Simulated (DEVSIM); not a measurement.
Device: Si/Ge n-p heterojunction, at 350 K.

| layer (left to right) | material | thickness (μm) | Nd (cm⁻³) | Na (cm⁻³) | τn (s) | τp (s) |
|---|---|---|---|---|---|---|
| 1 | Si | 0.230 | 1.3e18 | - | 0.00015 | 4.5e-5 |
| 2 | Ge | 0.210 | - | 6.6e15 | 0.00015 | 0.00015 |

Left contact: ohmic. Right contact: ohmic. Voltage is applied to the left contact. Recombination: SRH at mid-gap, Auger. Mobility is μmin + (μ − μmin)/(1 + (N/Nref)^α).

The device is made up for the run: typed textbook-type constants, with dimensions and the other settings drawn at random. Values at 300 K; Nc and Nv go as T^1.5, mobilities as T to minus their exponent, the gap by Varshni's rule with the affinity fixed.

| parameter | Si | Ge |
|---|---|---|
| gap (eV) | 1.124 | 0.664 |
| affinity (eV) | 4.05 | 4 |
| permittivity | 11.7 | 16 |
| Nc (cm⁻³) | 2.86e19 | 1.04e19 |
| Nv (cm⁻³) | 3.1e19 | 6e18 |
| μn (cm²/Vs) | 1417 | 3900 |
| μp (cm²/Vs) | 470 | 1900 |
| μn,min | 52 | 150 |
| μp,min | 45 | 100 |
| Nref,n | 9.7e16 | 2.6e17 |
| Nref,p | 2.2e17 | 4e17 |
| αn | 0.68 | 0.56 |
| αp | 0.72 | 0.6 |
| T exponent of μn | 2.3 | 1.66 |
| T exponent of μp | 2.2 | 2.33 |
| Cn (cm⁶/s) | 2.8e-31 | 1e-31 |
| Cp (cm⁶/s) | 9.9e-32 | 1e-31 |
| Varshni α (eV/K) | 0.000473 | 0.000477 |
| Varshni β (K) | 636 | 235 |

Simulated with DEVSIM: 1D drift-diffusion, Boltzmann statistics, complete ionisation; no tunnelling, impact ionisation, image-force lowering or self-heating. Band offsets follow the typed affinities; no thermionic-emission limit at abrupt steps, no polarisation charge.

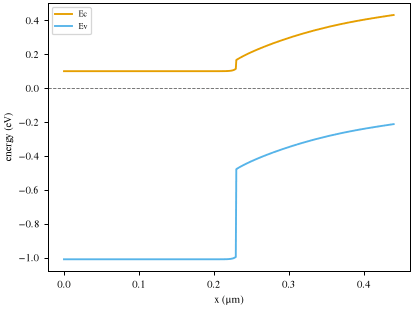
Fig. 1. Band edges at zero bias

Energies count from the Fermi level of the right contact; mesh points crowd at the junctions.

```tsv
x (μm)	Ec (eV)	Ev (eV)	n (cm⁻³)	p (cm⁻³)	field (V/cm)
0.000	0.100	-1.010	1.3e18	110000	≈ 0
0.003655	0.100	-1.010	1.3e18	110000	≈ 0
0.009971	0.100	-1.010	1.3e18	110000	≈ 0
0.02089	0.100	-1.010	1.3e18	110000	≈ 0
0.04942	0.100	-1.010	1.3e18	110000	≈ 0
0.08906	0.100	-1.010	1.3e18	110000	≈ 0
0.1437	0.100	-1.010	1.3e18	110000	≈ 0
0.1916	0.100	-1.010	1.3e18	110000	≈ 0
0.2099	0.100	-1.010	1.3e18	110000	250
0.2205	0.102	-1.009	1.2e18	120000	3800
0.2266	0.107	-1.004	1.0e18	140000	17000
0.2311	0.169	-0.475	4.8e16	1.1e12	27000
0.2355	0.180	-0.464	3.3e16	1.6e12	24000
0.2432	0.198	-0.446	1.8e16	2.8e12	22000
0.2631	0.237	-0.407	5.0e15	1.0e13	18000
0.2907	0.283	-0.362	1.1e15	4.7e13	15000
0.3350	0.342	-0.302	1.6e14	3.3e14	12000
0.3812	0.389	-0.256	3.3e13	1.6e15	8600
0.4146	0.415	-0.230	1.4e13	3.7e15	7100
0.4274	0.424	-0.221	1.0e13	5.0e15	6800
0.4348	0.428	-0.216	8.9e12	5.9e15	6700
0.4400	0.432	-0.212	7.9e12	6.6e15	6600
```
